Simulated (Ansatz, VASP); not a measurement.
**Cross-check of K (K(110)) between VASP and Ansatz**

Wanted: the spread between two codes on one cell, functional and k mesh.

Main program and level: Ansatz 0.2.0; plane waves, with VASP 6.6.1 beside it; single point at PBE.

### 1. Starting point

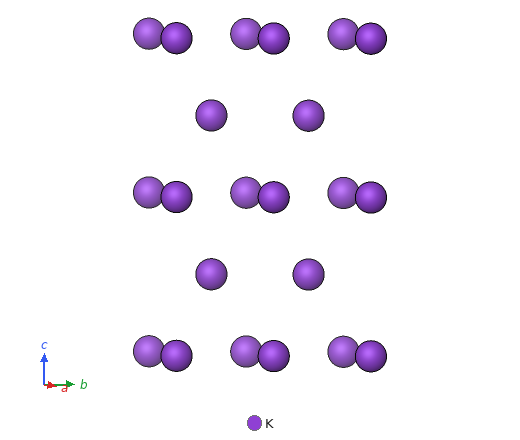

Start, viewed from the side, with the c axis up; potassium purple. 1×2×1 cells are drawn. Some periodic images of atoms are drawn too.

The cell holds 5 atoms: 5 K. Its edges and angles: a = 4.529 Å, b = 4.529 Å, c = 32.793 Å, α = 90.0°, β = 90.0°, γ = 70.5°. Vacuum lies along c.

### 2. VASP: single point, PBE

A single point gives forces, pressure and levels at one fixed geometry, so differences don't come from the geometry; what else differs is listed under the comparison.

Lines of VASP's logs that name or quote its potential files are left out, and so is its time.

INCAR reads:

```
SYSTEM = K
PREC = Normal
ENCUT = 300
EDIFF = 1E-06
NELM = 120
ISMEAR = -1
SIGMA = 0.1
LREAL = .FALSE.
ALGO = Fast
GGA = PE
NBANDS = 32
LORBIT = 11
LWAVE = .FALSE.
LCHARG = .TRUE.
IDIPOL = 3
LDIPOL = .TRUE.
DIPOL = 0.5 0.5 0.5
LVHAR = .TRUE.
LVACPOTAV = .TRUE.
LELF = .TRUE.
NEDOS = 1500
```

POSCAR reads:

```
K
1.0
    3.6981684656     -2.6150000000      0.0000000000
    3.6981684656      2.6150000000      0.0000000000
    0.0000000000      0.0000000000     32.7926738624
K
5
Direct
    0.0000000000      0.0000000000      0.2744515448
    0.5000000000      0.5000000000      0.3872257724
    0.0000000000      0.0000000000      0.5000000000
    0.5000000000      0.5000000000      0.6127742276
    0.0000000000      0.0000000000      0.7255484552
```

KPOINTS reads:

```
Automatic mesh
0
Gamma
12 12 1
0 0 0
```

Potentials, in the order of the species: K_pv (PBE family, release 64).

Started as:

```
$ mpirun -np 2 vasp_std
```

Numbers of over 12 decimals in the logs are rounded to 6 here.

What it wrote:

```text
[banner, memory and clock lines left out]
running    2 mpi-ranks, on    1 nodes
 distrk:  each k-point on    2 cores,    1 groups
 distr:  one band on    1 cores,    2 groups

 POSCAR found type information on POSCAR K
 POSCAR found :  1 types and       5 ions
 LDA part: xc-table for (Slater+PW92), standard interpolation
 POSCAR, INCAR and KPOINTS ok, starting setup
 FFT: planning ... GRIDC
 FFT: planning ... GRID_SOFT
 FFT: planning ... GRID
 WAVECAR not read
 entering main loop
       N       E                     dE             d eps       ncg     rms          rms(c)
DAV:   1     0.745054409756E+02    0.74505E+02   -0.11121E+04  3536   0.498E+02
DAV:   2    -0.304064788793E+01   -0.77546E+02   -0.74795E+02  3320   0.128E+02
DAV:   3    -0.504116666102E+01   -0.20005E+01   -0.19744E+01  3576   0.181E+01
DAV:   4    -0.509557584078E+01   -0.54409E-01   -0.54331E-01  3696   0.293E+00
DAV:   5    -0.509742428018E+01   -0.18484E-02   -0.18482E-02  3880   0.399E-01    0.330E+00
RMM:   6    -0.499897548562E+01    0.98449E-01   -0.60235E-02  3926   0.760E-01    0.186E+00
RMM:   7    -0.497363808660E+01    0.25337E-01   -0.20852E-02  3429   0.493E-01    0.124E+00
RMM:   8    -0.494006492481E+01    0.33573E-01   -0.16516E-02  3946   0.448E-01    0.191E-01
RMM:   9    -0.494054509450E+01   -0.48017E-03   -0.24723E-03  3610   0.175E-01    0.933E-02
RMM:  10    -0.494019535441E+01    0.34974E-03   -0.63942E-04  3937   0.969E-02    0.406E-02
RMM:  11    -0.494064465523E+01   -0.44930E-03   -0.55763E-04  3526   0.634E-02    0.180E-02
RMM:  12    -0.494080261730E+01   -0.15796E-03   -0.24370E-04  3665   0.389E-02    0.147E-02
RMM:  13    -0.494094127358E+01   -0.13866E-03   -0.14927E-04  3747   0.229E-02    0.611E-03
RMM:  14    -0.494096933246E+01   -0.28059E-04   -0.28163E-05  3516   0.109E-02    0.441E-03
RMM:  15    -0.494100380006E+01   -0.34468E-04   -0.17144E-05  3167   0.930E-03    0.207E-03
RMM:  16    -0.494100537563E+01   -0.15756E-05   -0.53369E-06  3068   0.451E-03    0.147E-03
RMM:  17    -0.494101532554E+01   -0.99499E-05   -0.51802E-06  2802   0.293E-03    0.558E-04
RMM:  18    -0.494101775291E+01   -0.24274E-05   -0.96968E-07  2871   0.194E-03    0.591E-04
RMM:  19    -0.494102597485E+01   -0.82219E-05   -0.62377E-07  2183   0.105E-03    0.256E-04
RMM:  20    -0.494102670170E+01   -0.72684E-06   -0.12555E-07  1710   0.828E-04
|                                                                             |
|           W    W    AA    RRRRR   N    N  II  N    N   GGGG   !!!           |
|           W    W   A  A   R    R  NN   N  II  NN   N  G    G  !!!           |
|           W    W  A    A  R    R  N N  N  II  N N  N  G       !!!           |
|           W WW W  AAAAAA  RRRRR   N  N N  II  N  N N  G  GGG   !            |
|           WW  WW  A    A  R   R   N   NN  II  N   NN  G    G                |
|           W    W  A    A  R    R  N    N  II  N    N   GGGG   !!!           |
|                                                                             |
|     Did not find any points to average over, which means that no vacuum     |
|     field-free region was found. Please increase the size of  your cell     |
|     in the dimension of the dipole correction to obtain accurate            |
|     workfunction values.                                                    |
|                                                                             |

   1 F= -.49410267E+01 E0= -.48722636E+01  d E =-.137526E+00
```

From OUTCAR (step 2):

```text
ion  position               nearest neighbor table
   1  0.000  0.000  0.274-   2 4.53   2 4.53   2 5.23   2 5.23
   2  0.500  0.500  0.387-   1 4.53   3 4.53   1 4.53   3 4.53   1 5.23   3 5.23   1 5.23   3 5.23

  LATTYP: Found a base centered orthorhombic cell.
 ALAT       =     5.2300000000
 B/A-ratio  =     1.4142135624
 C/A-ratio  =     6.2701097251

 Subroutine GETGRP returns: Found  8 space group operations
 (whereof  8 operations were pure point group operations)

The static configuration has the point symmetry D_2h.

 Found     43 irreducible k-points:

   k-points           NKPTS =     43   k-points in BZ     NKDIM =     43   number of bands    NBANDS=     32

   dimension x,y,z NGX =    20 NGY =   20 NGZ =  140
   dimension x,y,z NGXF=    40 NGYF=   40 NGZF=  280

   ENCUT  =  300.0 eV  22.05 Ry    4.70 a.u.   6.40  6.40 46.31*2*pi/ulx,y,z

   NELECT =      35.0000    total number of electrons

 k-points in reciprocal lattice and weights: Automatic mesh
   0.00000000  0.00000000  0.00000000       0.007
   0.08333333 -0.00000000  0.00000000       0.028
   0.16666667 -0.00000000  0.00000000       0.028
   0.25000000  0.00000000  0.00000000       0.028
   0.33333333 -0.00000000  0.00000000       0.028
   0.41666667  0.00000000  0.00000000       0.028
   0.50000000  0.00000000  0.00000000       0.014
   0.08333333  0.08333333  0.00000000       0.014
   0.16666667  0.08333333  0.00000000       0.028
[...]
-0.41666667  0.41666667  0.00000000       0.014
   0.50000000  0.50000000  0.00000000       0.007

 dipolmoment           0.000000      0.000000      0.000000 electrons x Angstroem

 average (electrostatic) potential at core
       1 -18.0291       2 -17.8234       3 -17.8232       4 -17.8234       5 -18.0291

 E-fermi :  -1.6441

 k-point     1 :       0.0000    0.0000    0.0000
  band No.  band energies     occupation
    ...
     16      -3.7581      2.00000
     17      -3.4987      2.00000
     18      -3.0632      2.00000
     19      -2.4771      1.99952
     20      -1.8023      1.65904
     21      -0.9911      0.00291
     22      -0.4931      0.00002
     23       0.1271      0.00000
     24       0.5136      0.00000
     25       1.0924      0.00000
    ...

 k-point     2 :       0.0833   -0.0000    0.0000
  band No.  band energies     occupation
    ...
     16      -3.6919      2.00000
     17      -3.4336      2.00000
     18      -2.9996      2.00000
     19      -2.4150      1.99910
     20      -1.7416      1.45250
     21      -0.9524      0.00198
     22      -0.4416      0.00001
     23       0.1708      0.00000
     24       0.5603      0.00000
     25       1.1251      0.00000
    ...

 k-point     3 :       0.1667   -0.0000    0.0000
  band No.  band energies     occupation
    ...
     16      -3.4958      2.00000
     17      -3.2408      2.00000
     18      -2.8113      1.99998
     19      -2.2317      1.99441
     20      -1.5634      0.61710
     21      -0.8369      0.00062
     22      -0.2920      0.00000
     23       0.2935      0.00000
     24       0.6895      0.00000
     25       1.0899      0.00000
    ...

  Total        0.2651355      0.0361184      0.1235988     -0.0000000      0.0000000      0.0000000
  in kB        0.6697507      0.0912376      0.3122193     -0.0000000      0.0000000      0.0000000
  external PRESSURE =       0.3577359 kB  Pullay stress =       0.0000000 kB

  energy-cutoff  :      300.00
  volume of cell :      634.26
      direct lattice vectors                 reciprocal lattice vectors
     3.698168466 -2.615000000  0.000000000     0.135202061 -0.191204589  0.000000000
     3.698168466  2.615000000  0.000000000     0.135202061  0.191204589  0.000000000
     0.000000000  0.000000000 32.792673862     0.000000000  0.000000000  0.030494616

 POSITION                                       TOTAL-FORCE (eV/Angst)
 -----------------------------------------------------------------------------------
      0.00000      0.00000      9.00000        -0.000000      0.000000     -0.004592
      3.69817      0.00000     12.69817         0.000000      0.000000     -0.009294
      0.00000      0.00000     16.39634        -0.000000      0.000000      0.000000
      3.69817      0.00000     20.09451         0.000000      0.000000      0.009294
      0.00000      0.00000     23.79267         0.000000      0.000000      0.004592
 -----------------------------------------------------------------------------------
    total drift:                               -0.000000      0.000000      0.000000

  FREE ENERGIE OF THE ION-ELECTRON SYSTEM (eV)
  ---------------------------------------------------
  free  energy   TOTEN  =        -4.9410267017 eV

  energy  without entropy=       -4.8035005359  energy(sigma->0) =       -4.87226362

 vacuum level on the upper side and lower side of the slab         0.750         0.750

 total charge
# of ion       s       p       d       tot
------------------------------------------
    1        0.157   5.993   0.009   6.159
    2        0.150   6.010   0.013   6.174
    3        0.151   6.012   0.012   6.175
    4        0.150   6.010   0.013   6.174
    5        0.157   5.993   0.009   6.159
--------------------------------------------------
tot          0.766  30.018   0.057  30.841

[... 3 further parts left out ...]
```

### 3. Ansatz: single point, PBE

Ansatz runs on its default PAW (the set named soft_2) files.

The same cell, functional, mesh and smearing now go to Ansatz, which takes its cutoff from its data sets.

input.yaml reads:

```yaml
crystal:
  lattice:
    - [3.6981684656, -2.615, 0.0]
    - [3.6981684656, 2.615, 0.0]
    - [0.0, 0.0, 32.7926738624]
  atoms:
    - { symbol: K, position: [0.0, 0.0, 0.2744515448] }
    - { symbol: K, position: [0.5, 0.5, 0.3872257724] }
    - { symbol: K, position: [0.0, 0.0, 0.5] }
    - { symbol: K, position: [0.5, 0.5, 0.6127742276] }
    - { symbol: K, position: [0.0, 0.0, 0.7255484552] }
hamiltonian:
  xc: pbe
  pseudopotentials: { kind: paw }
kpoints:
  mp_grid: { grid: [12, 12, 1] }
scf:
  occupations: { method: fermi_dirac, width: 0.1 }
  n_extra_bands: 5
efield:
  axis: 3
  dipole_correction: true
  ramp_width: 0.04
output:
  forces: true
  eigenvalues: true
```

Started as:

```
$ ansatz run input.yaml --threads 2 --pin off --max-ram 4608MiB --backend cpu --events-out ev --progress --plain --runs-dir out
```

What it wrote:

```text
scf.n_extra_bands = 5 over 23 filled bands (N_el = 45.0): the run solves 28 bands
Engine: ansatz 0.2.0, x86_64-unknown-linux-gnu
Pseudopotentials: kind: paw
Pseudopotential: K, paw, valence charge 9, recommended cutoff 420 eV (normal), K.paw.azcp
Functional definition: PBE
  parameter kappa = 0.804
  parameter beta = 0.066725
  exchange = pbe_x(kappa = kappa, mu = beta*pi^2/3)
  correlation = pbe_c(beta = beta)
Crystal: 5 atoms, lattice volume = 634.257 Å³
Basis set: ecut = 420 eV, 12473 PW (Γ), exchange–correlation on 64×64×450 points (8 copies of the dense FFT grid, shifted against one another)
Bands: 28, of which v1, the nominal top of the filled ones, is band 23 counted from 1 (22 counted from 0)
Symmetry: 4 space group operations
k-points: 43 of 144
Non-local potential: K, projectors of the file, l = 0: 3, l = 1: 2, l = 2: 2
PAW form: soft (Blöchl's): semilocal exchange-correlation on the pseudo side does not see the compensation charge
PAW one-centre angular grid: K, 110 points (default); XC on 64 Gauss nodes
Initial density: superposition of atomic densities (neutral atoms: chi_scale 0, normalization atom), corrected by the library's trained network
Initial wavefunctions: pseudopotential atomic-orbital guess
Functional: x = pbe(κ = 0.804, μ = 0.219515), c = pbe(β = 0.066725)
SCF iter   1: F=—  HF=-7688.729157 eV  |F-HF|=—  |Δ(HF+E_count)|=         —  Δρ=6.28e-4  dr2=1.88e-1  ethr=1.77e-3  p=0.000 e·Å  D=4.88e-14 V/Å  ΔV_dip=-0.00 eV  dr2_dipole=1.04e-9  V_vac-E_F(+/−)=2.59/2.59 eV  ⟨swp⟩=10.3  Hψ=6290  notcnv=0
efield: sawtooth ramp at fractional position 0.9800 (placed from the atoms, in the widest stretch of the axis that holds none; the zero of the levels goes with the place), width 0.0400; the density the first Hamiltonian is built on has a dipole p = 0.000 e·Å; the dipole correction subtracts the counter field D = 4.88e-14 V/Å, which shifts the + side's vacuum level by -0.00 eV against the − side's; the planar-averaged density in the ramp window peaks in size at 7.6e-6 e/Å³
preconditioner: auto → LDOS  [metal: Δε(μ)=0.018 eV  Ē_g=1.854 eV  σ=0.100 eV  W_gap=0.04  n_scr=64 (ndim 8)  ℏωp=3.3 eV  f_vac=0.401  D(μ)=4.19/eV (n_scr^D=10)  β→1.0]
SCF iter   2: F=—  HF=-7688.721416 eV  |F-HF|=—  |Δ(HF+E_count)|=   7.74e-3  Δρ=2.30e-4  dr2=1.52e-3  ethr=4.17e-4  p=0.000 e·Å  D=8.92e-8 V/Å  ΔV_dip=-0.00 eV  dr2_dipole=1.08e-10  V_vac-E_F(+/−)=2.43/2.43 eV  ⟨swp⟩=1.1  Hψ=1552  notcnv=0
SCF iter   3: F=—  HF=-7688.721508 eV  |F-HF|=—  |Δ(HF+E_count)|=   9.26e-5  Δρ=2.26e-4  dr2=3.64e-4  ethr=3.38e-6  p=-0.000 e·Å  D=-4.59e-7 V/Å  ΔV_dip=0.00 eV  dr2_dipole=4.85e-18  V_vac-E_F(+/−)=2.41/2.41 eV  ⟨swp⟩=2.0  Hψ=2037  notcnv=0
SCF iter   4: F=—  HF=-7688.721422 eV  |F-HF|=—  |Δ(HF+E_count)|=   8.68e-5  Δρ=5.10e-5  dr2=5.33e-5  ethr=8.09e-7  p=-0.000 e·Å  D=-2.61e-7 V/Å  ΔV_dip=0.00 eV  dr2_dipole=6.46e-12  V_vac-E_F(+/−)=2.40/2.40 eV  ⟨swp⟩=2.0  Hψ=1916  notcnv=0
SCF iter   5: F=—  HF=-7688.721477 eV  |F-HF|=—  |Δ(HF+E_count)|=   5.50e-5  Δρ=1.75e-5  dr2=3.45e-6  ethr=1.19e-7  p=-0.000 e·Å  D=-1.22e-7 V/Å  ΔV_dip=0.00 eV  dr2_dipole=1.14e-11  V_vac-E_F(+/−)=2.40/2.40 eV  ⟨swp⟩=2.6  Hψ=2059  notcnv=0
SCF iter   6: F=—  HF=-7688.721477 eV  |F-HF|=—  |Δ(HF+E_count)|=   2.90e-7  Δρ=2.98e-6  dr2=2.63e-7  ethr=7.68e-9  p=-0.000 e·Å  D=-5.09e-8 V/Å  ΔV_dip=0.00 eV  dr2_dipole=1.95e-12  V_vac-E_F(+/−)=2.40/2.40 eV  ⟨swp⟩=2.0  Hψ=2113  notcnv=0
SCF iter   7: F=-7688.721477 eV  HF=-7688.721477 eV  |F-HF|=1.71e-8  |Δ(HF+E_count)|=   4.67e-8  Δρ=7.51e-7  dr2=3.54e-8  ethr=2.22e-10  p=-0.000 e·Å  D=-1.80e-9 V/Å  ΔV_dip=0.00 eV  dr2_dipole=1.95e-13  V_vac-E_F(+/−)=2.40/2.40 eV  ⟨swp⟩=9.2  Hψ=5296  notcnv=0
SCF 1 converged in 7 iterations: F = -7688.721477 eV  dr2 = 3.54e-8
  greatest PAW one-centre occupation: 0.988 electrons in one spin orbital (limit 2), on the K atom at site 4 (counted from 0), in its partial waves of l = 0
SCF converged after 7 iterations
Free energy (F): -7688.721477 eV
Harris-Foulkes:  -7688.721477 eV  (|F-HF|=1.71e-8)
Internal energy: -7688.583744 eV  (E = F + TS)
E sigma→0 (E₀):  -7688.652611 eV
Entropy (-TS):   -0.137733 eV (-27.547 meV/atom)
Fermi energy:    0.067165 eV
Dipole field:    D = -0.000000 V/Å  (p = -0.000001 e·Å, saw-weighted, corrected)
Work function:   Φ+ = 2.3955 eV   Φ− = 2.3955 eV
Levels:          The Fermi level and band energies are counted from a zero that moves with the ramp; work functions are not
--- Per-component energies (eV) ---
  E_band       = -792.899125
  E_kinetic    = 1261.003907
  E_local      = -14019.559188  (includes V_loc(G=0)·N_el)
  E_nonlocal   = 64.787214
  E_hartree    = 6430.179761
  E_xc         = -668.629103
  E_vxc        = -814.984077  (∫ρ·V_xc dr)
  E_paw        = -3909.261525  (= ΣΔE_a)
  E_vpaw       = -144.514596  (= ΣTr[D̂ρ^β])
  E_aug_tail   = -0.000017  (compensation charges beyond the density's cutoff)
  E_efield     = 0.000000  (sawtooth field / dipole correction)
  E_vefield    = 0.000000  (∫n·V_field dr)
  E_ewald      = 3152.895205
  E_smearing   = -0.137733  (= −TS)
  E_closure    = 0.000000  (closes the sum)
  Σ components = -7688.721477   (vs F -7688.721477, Δ=0.00e0)
--- Forces (eV/Å), atoms counted from 1 ---
  atom   1  K      0.00000000     0.00000000    -0.00371628
  atom   2  K      0.00000000     0.00000000    -0.00928147
  atom   3  K      0.00000000     0.00000000    -0.00000003
  atom   4  K      0.00000000     0.00000000     0.00928156
  atom   5  K      0.00000000     0.00000000     0.00371645
  max |Σ_I F_I| component: 2.32e-7 eV/Å
--- Band table (eV; the first three rows and the last of 43) ---
  k-point 0: bands = [... 19 lower, -15.4924, -2.0412, -1.7828, -1.3488, -0.7641, -0.0902, 0.7174, 1.2183, ... 1 higher]
  k-point 1: bands = [... 19 lower, -15.4939, -1.9752, -1.7179, -1.2853, -0.7021, -0.0296, 0.7561, 1.2698, ... 1 higher]
  k-point 2: bands = [... 19 lower, -15.4950, -1.7797, -1.5256, -1.0975, -0.5192, 0.1483, 0.8716, 1.4191, ... 1 higher]
  k-point 42: bands = [... 19 lower, -15.4970, 0.6027, 0.8091, 0.8615, 0.9365, 1.1681, 1.2471, 1.4862, ... 1 higher]
```

The job ended after 19 s (2 threads of Intel Xeon Platinum 8375C at 2.90GHz (Ice Lake), shared host; peak memory 1 GiB).

In the SCF lines HF is the Harris–Foulkes energy and dr2 the Hartree energy of the density residual, in eV; the loop may stop once dr2 is under the threshold and the program's other checks hold. Hψ counts applications of the Hamiltonian.

### 4. Side by side

Known differences besides the PAW data sets themselves: the data sets hold 45 valence electrons in Ansatz (default PAW (the set named soft_2) files) and 35 in VASP; the cutoff is 420 eV in Ansatz and 300 eV in VASP (PREC = Normal); VASP leaves aspherical gradient terms in its spheres out (LASPH is not set), Ansatz keeps them. Total energies have different zeros and are not compared.

Both answers:

| quantity | Ansatz | VASP | difference |
| --- | --- | --- | --- |
| work function, lower of the two faces (eV) | 2.40 | 2.39 | 0.00 |
| work function, higher of the two faces (eV) | 2.40 | 2.39 | 0.00 |

### 5. Outcome

```yaml
difference_in_work_function_lower_of_the_two_faces_single_point_pbe: 0.0014 eV
```

**Reading.** The difference in work function, lower of the two faces is 0.0014 eV (single point, PBE). How closely two codes agree says nothing of how well the functional describes the real material.

[Lines on the potential files, build, host, timing and source positions are cut from VASP's logs without a mark.]

[Logs are printed without paths, hosts, clocks, repeated set-up lines and the standing remarks that a program may print on its own settings, such as how far it seeks lower states.]

[Hosts, paths, dates, database ids (printed as entryN), source tags and the programs' standing remarks are cut or masked in the printed files.]
